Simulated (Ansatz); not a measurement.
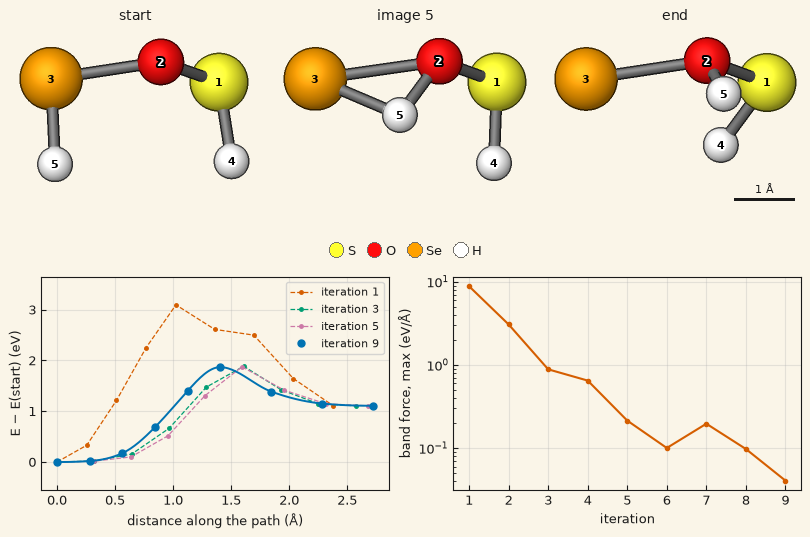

NEB run on H2SeSO. Images are numbered from 0 (start) to 8 (end). The plot follows the band through its iterations. The picture is a ball-and-stick view, seen at a tilt.

Method: RKS B3LYP-D4/def2-SVPD (Ansatz). Settings: 7 movable images; climbing image; force threshold 0.05 eV/Å; iteration limit 60; spring constant 50.0 eV/Å²; starting path through a guess of the saddle point.

Judge this run.

Answer. The run is converged, with reservations. The band converged in 9 iterations. The largest component of the band force went from 8.8 to 0.041 eV/Å. The climbing image converged on the top of the path. Its curvatures weren't checked. The spring constant is far from the usual few eV/Å², which spoils the spacing or the steps. The first iteration put the highest image at 3.10 eV. The highest point, image 5, lies 1.87 eV above the start and 0.76 eV above the end; the end is at +1.11 eV relative to the start.

The run took 2.2 min on 2 threads of Arm Neoverse V2, with other jobs on the host, peak memory 0.23 GiB.
